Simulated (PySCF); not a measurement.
Run report: WH$_{7}$O$_{2}$ (charge −1), single-point calculation

System: WH$_{7}$O$_{2}$, charge −1, multiplicity 3.
Method: UKS PBE, W def2-SVP with ECP60, H def2-SVP, O def2-SVP; non-relativistic Hamiltonian with a scalar-relativistic core potential; density fitting (PySCF 2.14.0).

It belongs to a series of runs on one base structure; here: guess = smeared.

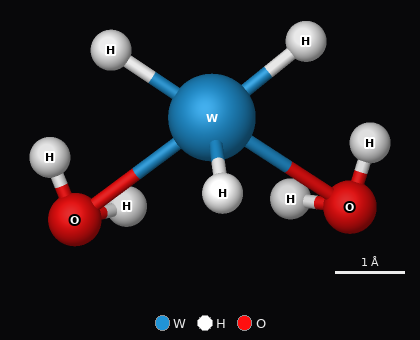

The input geometry (ball-and-stick view, seen at a tilt). Sticks mark near contacts. Bond lengths as drawn: H–O 0.99 to 1.04 Å, H–W 1.73 to 1.78 Å and O–W 2.56 Å.

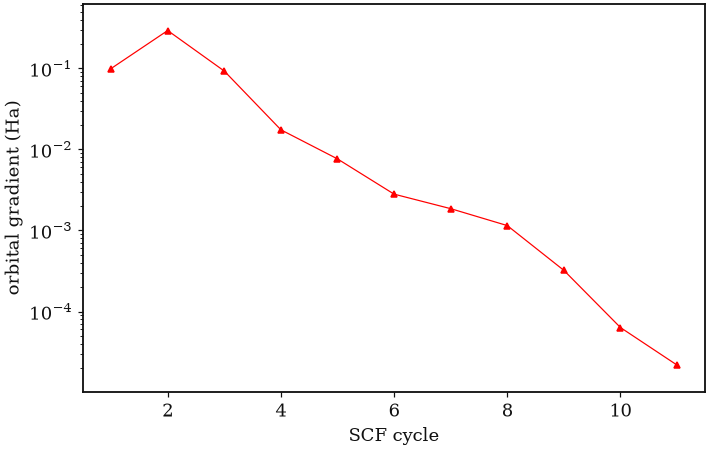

Convergence of the self-consistent field: orbital gradient against the SCF cycle. The residual comes down, with one marked jump up, by a factor of about 3, at step 2.

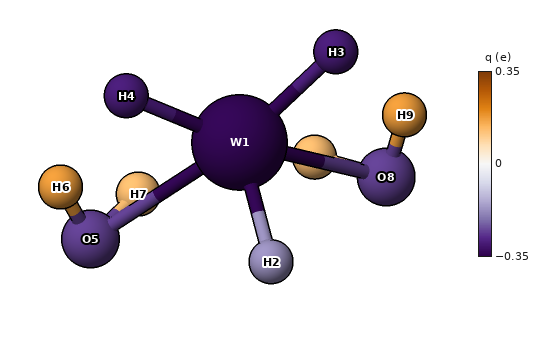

Mulliken charges, as the colour of each atom (ball-and-stick view, seen at a tilt; atoms are numbered from 1 in the order of the input; Mulliken charges depend strongly on the basis). By element: W −0.34, H −0.29 to +0.17 and O −0.25 e.

The input and output of the run follow.

## The input
```python
mol = gto.M(atom='''
W      0.06606     0.06606     0.04244
H     -0.36013    -0.36013     1.66614
H      1.77700    -0.25051    -0.32415
H     -0.25051     1.77700    -0.32415
O     -2.46695     0.39406    -0.15556
H     -2.06405     1.26463    -0.38786
H     -1.93180    -0.22590    -0.79520
O      0.39406    -2.46695    -0.15556
H      1.26463    -2.06405    -0.38786
H     -0.22590    -1.93180    -0.79520''',
    basis={'W': 'def2-SVP', 'H': 'def2-SVP', 'O': 'def2-SVP'},
    ecp={'W': 'def2-SVP'},
    charge=-1, spin=2)
mf = dft.UKS(mol, xc='PBE')
mf.grids.atom_grid = (50, 194)  # f atoms: at least (60, 302), unpruned
mf = mf.density_fit()  # W def2-universal-JKFIT, H def2-universal-JKFIT, O def2-universal-JKFIT
mf.conv_tol = 1e-08; mf.max_cycle = 55
mf.kernel(dm0)
```

The script is an equivalent of the set-up of the self-consistent field. The run itself was carried out by a driver, which started from the orbitals of the step before it where there was one and computed the further properties.

Launched with:
```bash
OMP_NUM_THREADS=2 python <driver script>
```

## The program's output
```
init E= -221.292785158933
  HOMO = 0.0336491928916  LUMO = 0.0636481310058  gap/eV = 0.81631
cycle= 1 E= -221.381185686903  delta_E= -0.0884  |g|= 0.0998  |ddm|= 0.808
  HOMO = 0.0898989326527  LUMO = 0.125325656165  gap/eV = 0.96401
cycle= 2 E= -221.32772269541  delta_E= 0.0535  |g|= 0.294  |ddm|= 0.957
  HOMO = 0.0615510208031  LUMO = 0.0989448501695  gap/eV = 1.01754
cycle= 3 E= -221.38350380901  delta_E= -0.0558  |g|= 0.0929  |ddm|= 0.747
  HOMO = 0.058672765299  LUMO = 0.102770016824  gap/eV = 1.19995
cycle= 4 E= -221.389013943526  delta_E= -0.00551  |g|= 0.0175  |ddm|= 0.17
  HOMO = 0.0572009622813  LUMO = 0.10291844135  gap/eV = 1.24404
cycle= 5 E= -221.389199841204  delta_E= -0.000186  |g|= 0.00765  |ddm|= 0.0348
  HOMO = 0.0571593187206  LUMO = 0.102834312906  gap/eV = 1.24288
cycle= 6 E= -221.389243123321  delta_E= -4.33e-05  |g|= 0.00281  |ddm|= 0.0177
  HOMO = 0.0571718827425  LUMO = 0.10311912646  gap/eV = 1.25029
cycle= 7 E= -221.389262973618  delta_E= -1.99e-05  |g|= 0.00186  |ddm|= 0.0209
  HOMO = 0.0570717006494  LUMO = 0.103047078756  gap/eV = 1.25105
cycle= 8 E= -221.389271470528  delta_E= -8.5e-06  |g|= 0.00115  |ddm|= 0.0132
  HOMO = 0.0569029620196  LUMO = 0.102920706375  gap/eV = 1.25221
cycle= 9 E= -221.389274876581  delta_E= -3.41e-06  |g|= 0.000322  |ddm|= 0.0118
  HOMO = 0.0568578390149  LUMO = 0.102899750897  gap/eV = 1.25286
cycle= 10 E= -221.389275077813  delta_E= -2.01e-07  |g|= 6.34e-05  |ddm|= 0.00288
  HOMO = 0.0568480874071  LUMO = 0.102888442009  gap/eV = 1.25282
cycle= 11 E= -221.389275085636  delta_E= -7.82e-09  |g|= 2.18e-05  |ddm|= 0.00055
  HOMO = 0.0568504438953  LUMO = 0.102885247357  gap/eV = 1.25267
Extra cycle  E= -221.389275083862  delta_E= 1.77e-09  |g|= 5.73e-05  |ddm|= 0.000155
converged SCF energy = -221.389275083862  <S^2> = 2.0941449  2S+1 = 3.0621201
```

## Results in brief

| quantity | value |
| --- | --- |
| outcome | converged |
| total energy | −221.389275 hartree |
| ⟨S²⟩ | 2.094 |
| largest force (length of the vector) | 0.008 eV/Å |
| hardware | 2 threads of Arm Neoverse V2, 24 GiB of memory available, shared host |
| wall time | 5.5 s (CPU time 11 s) |
| peak memory | 2.2 GiB |

Settings chosen away from the usual ones: guess = smeared. The highest filled orbital lies above zero: either the extra electron isn't bound at this level, or the self-interaction error of the functional lifts the level.
